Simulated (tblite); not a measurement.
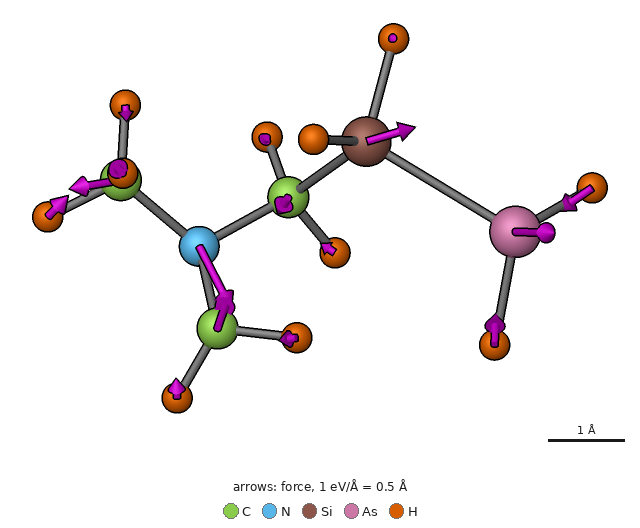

Starting geometry of C$_{3}$H$_{11}$AsNSi (multiplicity 2) with the computed forces as purple arrows. Style: ball-and-stick. Shown at a tilt.

Level of theory: GFN2-xTB geometry optimisation, gas phase in tblite. 

### What follows when this structure is relaxed?

It isn't relaxed: the largest force vector, on the As atom, is 2.26 eV/Å. The final displacements have little in common with the starting forces (cosine between the two patterns 0.13). The atom that moves furthest after the best rigid fit is an H atom (2.64 Å). By element the largest moves are H 2.64 Å, As 1.69 Å, C 0.80 Å, Si 0.59 Å, N 0.15 Å. Some distances before and after: As–C 4.164 → 2.639 Å, C–Si 1.866 → 1.938 Å, C–N 1.447 → 1.381 Å, As–H 1.560 → 1.495 Å. Bond angles that change, for instance: H–As–H 110.5° → 87.5°, Si–As–H 110.2° → 90.1°, Si–As–H 109.9° → 94.4°. Groups turn about C–Si by about 80°, C–N by about 55°, C–N by about 30°. Over 151 geometry steps the energy falls by 173.5 kJ/mol. The run took 0.67 s on 1 thread of AMD EPYC 9R45 96-Core Processor (shared host).
